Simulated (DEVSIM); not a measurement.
Device: Ru/La2O3/SiO2/n-Si capacitor, at 250 K.

```
layer (left to right)  material  thickness (nm)  Nd (cm⁻³)
---------------------  --------  --------------  ---------
1                         La2O3            3.00          -
2                          SiO2           0.910          -
3                            Si            3300     3.1e15
```

Metal gate on the left, work function 4.7 eV. Fixed charge at the semiconductor interface 0 cm⁻² (in units of +e); no interface traps.

Constants are typed, rounded textbook-type inputs, not results; the design itself was drawn at random and stands for no fabricated device. Values at 300 K; Nc and Nv go as T^1.5, mobilities as T to minus their exponent, the gap by Varshni's rule with the affinity fixed.

```
parameter         La2O3  SiO2        Si
----------------  -----  ----  --------
gap (eV)            5.8     9     1.124
affinity (eV)       1.8   0.9      4.05
permittivity         27   3.9      11.7
Nc (cm⁻³)             -     -   2.86e19
Nv (cm⁻³)             -     -    3.1e19
Varshni α (eV/K)      -     -  0.000473
Varshni β (K)         -     -       636
```

Simulated with DEVSIM: 1D Poisson equation in equilibrium, Boltzmann statistics, complete ionisation; no quantum confinement or tunnelling. Metal contacts follow the ideal Schottky-Mott rule: no Fermi-level pinning, no interface dipoles.

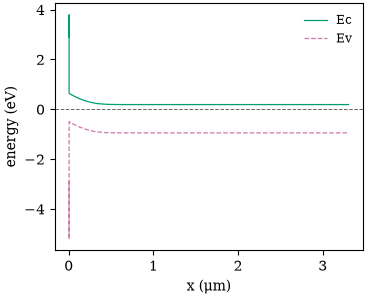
Figure: Band edges at 0.0 V on the gate

Energies count from the Fermi level of the right contact; mesh points crowd at the junctions.

```csv
x (μm),Ec (eV),Ev (eV),n (cm⁻³),p (cm⁻³),field (V/cm)
0.000,2.900,-2.900,< 1e2,< 1e2,-8800
0.0009933,2.899,-2.901,< 1e2,< 1e2,-8800
0.002078,2.898,-2.902,< 1e2,< 1e2,-8800
0.003078,3.797,-5.203,< 1e2,< 1e2,-61000
0.003808,3.792,-5.208,< 1e2,< 1e2,-61000
0.005035,0.640,-0.497,2800000,2.3e9,-20000
0.007731,0.634,-0.502,3600000,1.8e9,-20000
0.01699,0.616,-0.520,8400000,7.6e8,-20000
0.03379,0.583,-0.553,3.8e7,1.7e8,-19000
0.07040,0.517,-0.619,8.0e8,8000000,-17000
0.1553,0.390,-0.747,3.1e11,21000,-13000
0.4388,0.202,-0.934,1.9e15,< 1e2,-1500
0.9531,0.191,-0.945,3.1e15,< 1e2,≈ 0
1.958,0.191,-0.945,3.1e15,< 1e2,≈ 0
2.834,0.191,-0.945,3.1e15,< 1e2,≈ 0
3.089,0.191,-0.945,3.1e15,< 1e2,≈ 0
3.206,0.191,-0.945,3.1e15,< 1e2,≈ 0
3.261,0.191,-0.945,3.1e15,< 1e2,≈ 0
3.290,0.191,-0.945,3.1e15,< 1e2,≈ 0
3.298,0.191,-0.945,3.1e15,< 1e2,≈ 0
3.302,0.191,-0.945,3.1e15,< 1e2,≈ 0
3.304,0.191,-0.945,3.1e15,< 1e2,≈ 0
```
